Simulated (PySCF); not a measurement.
Molecule: Ga(H)(OH)2(py), C5H8GaNO2, singlet. Atoms near the plane z = 1.5 Å, at the GFN2-xTB optimised geometry (x, y, z in Å): Ga1 (-0.8, -2.6, 0.0), H2 (-1.5, -3.0, 1.3), O3 (0.9, -2.6, 0.0), H4 (1.5, -3.3, -0.1), C7 (-0.8, 2.2, -0.1), N10 (-0.9, -0.5, 0.0), C11 (-1.4, 0.2, 1.0), C12 (-1.3, 1.6, 1.0), H13 (-0.7, 3.3, -0.1), H16 (-1.8, -0.4, 1.9), H17 (-1.7, 2.2, 1.9).

Method: PBE0/def2-SVP (PySCF 2.14.0). The values are rescaled to run from 0 to 1.

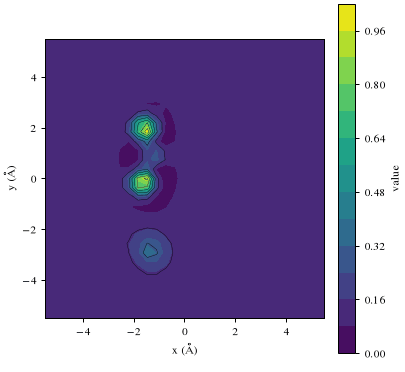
a field on the plane z = 1.5 Å.

Which quantity is mapped?
A) Laplacian of the electron density
B) deformation density (molecule minus spherical neutral atoms)
C) electrostatic potential
D) an orbital amplitude

B, deformation density (molecule minus spherical neutral atoms). In full: deformation density (molecule minus spherical neutral atoms) (e/bohr³).
